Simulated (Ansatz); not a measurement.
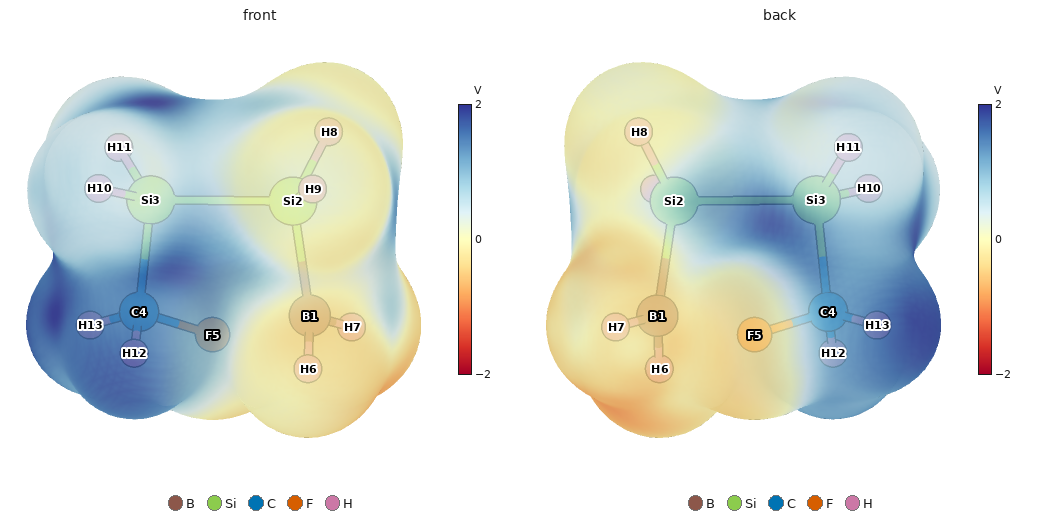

Figure 1: CH₈BFSi₂. The electrostatic potential painted on the density surface at 0.004 e/bohr³, seen from the front and from behind; red is negative and blue positive.

These are results of RKS PBE0/def2-SVP in Ansatz, not measurements.

Input

```
crystal:
  periodic: [false, false, false]
  atoms:
    - { symbol: B, position_ang: [-2.1837, 0.3775, 0.1837] }
    - { symbol: Si, position_ang: [-0.8006, -0.4197, 1.1695] }
    - { symbol: Si, position_ang: [0.8696, -0.8744, -0.2184] }
    - { symbol: C, position_ang: [1.6701, 0.7226, -0.9035] }
    - { symbol: F, position_ang: [0.631, 1.3434, -1.6695] }
    - { symbol: H, position_ang: [-3.2251, 0.7598, 0.7234] }
    - { symbol: H, position_ang: [-2.0892, 0.6092, -0.9848] }
    - { symbol: H, position_ang: [-1.2492, -1.6471, 1.7676] }
    - { symbol: H, position_ang: [-0.3315, 0.5117, 2.2697] }
    - { symbol: H, position_ang: [1.9569, -1.5763, 0.5685] }
    - { symbol: H, position_ang: [0.4183, -1.7294, -1.2825] }
    - { symbol: H, position_ang: [1.9329, 1.3802, -0.0502] }
    - { symbol: H, position_ang: [2.4211, 0.5077, -1.5585] }
basis:
  gaussian: { orbitals: def2-SVP }
hamiltonian:
  xc: pbe0
relax:
  f_tol: 0.02
  max_steps: 50
output:
  orbitals: {}
```

Run with:

```sh
ansatz run input.yaml --threads 2 --pin off --max-ram 3072MiB --backend cpu --events-out ev --progress --plain --runs-dir out
```

The fields are those of the run's last geometry, not of the input's.

Which sites attract a positive test charge, and which a negative one?

A positive charge is drawn to the negative regions and a negative charge to the positive ones. The most negative region (about −0.8 V) lies over H6, the most positive (about +1.9 V) over Si3, C4 and H13.
